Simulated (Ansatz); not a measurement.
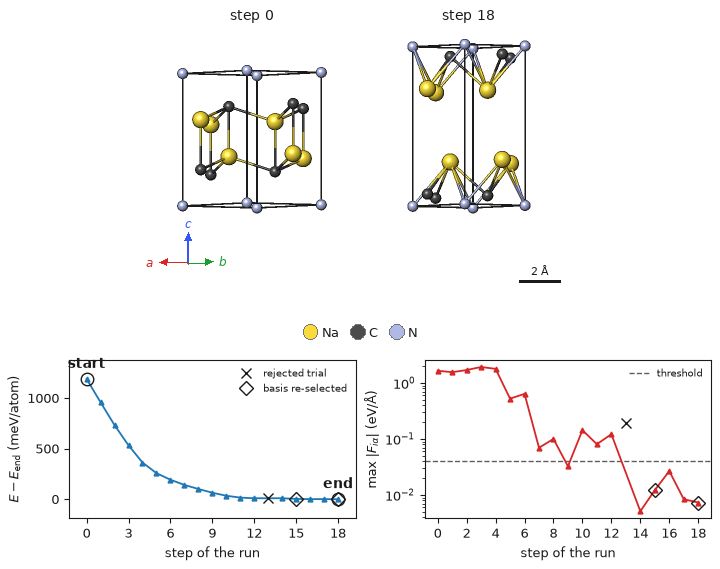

First and last geometry of a relaxation of a crystal of Na2C2N (a generated structure, set up in P-3m1) (coarse preliminary run), with the history of the run. Style: ball-and-stick. Shown: the cell of the calculation, from a free direction.

The calculation used DFT PBE, scalar-relativistic, plane waves, PAW (Ansatz 0.2.0).

Input
```yaml
crystal:
  lattice:
    - [3.99546484, 0.0, 0.0]
    - [-1.99773242, 3.46017405, 0.0]
    - [0.0, 0.0, 6.57315633]
  atoms:
    - { symbol: Na, position: [0.33333333, 0.66666667, 0.63080001] }
    - { symbol: Na, position: [0.66666667, 0.33333333, 0.36919999] }
    - { symbol: C, position: [0.66666667, 0.33333333, 0.7471] }
    - { symbol: C, position: [0.33333333, 0.66666667, 0.2529] }
    - { symbol: "N", position: [0.0, 0.0, 0.0] }
basis:
  ecutwfc: 420
kpoints:
  mp_grid: { grid: [6, 6, 4] }
hamiltonian:
  xc: pbe
scf:
  occupations: { method: gaussian, width: 0.1 }
  lower_state_search: "off"
output:
  forces: true
  stress: true
  eigenvalues: true
relax:
  adjacent_minimum: "off"
  f_tol: 0.04
  max_steps: 70
  cell: { stress_tol: 0.4 }
```

Command:
```bash
ansatz run input.yaml --threads 1 --pin off --max-ram 2048MiB --backend cpu --events-out ev --progress --plain --runs-dir out
```

> What do the curves and the structures tell?

It converged. The largest moves relative to the cell, 1.50 Å, are those of C3 and C4. C4 goes along −c. Largest moves by element: C 1.50 Å, Na 0.74 Å. N stays in place. The volume changes by −21.0 %, with a = b 3.995 → 3.236 Å (−19.0 %), c 6.573 → 7.919 Å (+20.5 %). Among the contacts that change: Na1–C4 2.484 → 5.234 Å, C3–C4 4.047 → 2.117 Å, Na1–C4 (another image) 4.089 → 2.685 Å, Na1–Na2 2.877 → 4.008 Å. New bonds form: Na1–C4 (another periodic image) (4.09 → 2.68 Å), Na2–C3 (another periodic image) (4.09 → 2.68 Å). Bonds break: Na1–C4 (2.48 → 5.23 Å), Na2–C3 (2.48 → 5.23 Å). Bond angles that change, for instance: Na1–C3–Na1 110.6° → 80.0°, C3–Na1–C3 110.6° → 80.0°. The space group stays P-3m1 (No. 164). Over 15 accepted moves (18 points after the start) the energy falls by 1189 meV per atom. The largest force component goes from 1.7 to 0.0073 eV/Å. The pressure goes from −5.98 to 0.09 GPa. The line search rejected the trial step at point 13 of the run. The SCF was repeated twice at an unchanged geometry on a basis and grid sized afresh for the cell, which shifted the energy by 6.9 meV per atom at most. Cost: 56 s on 1 thread of Arm Neoverse V1, with other jobs on the host, peak memory 0.35 GiB.
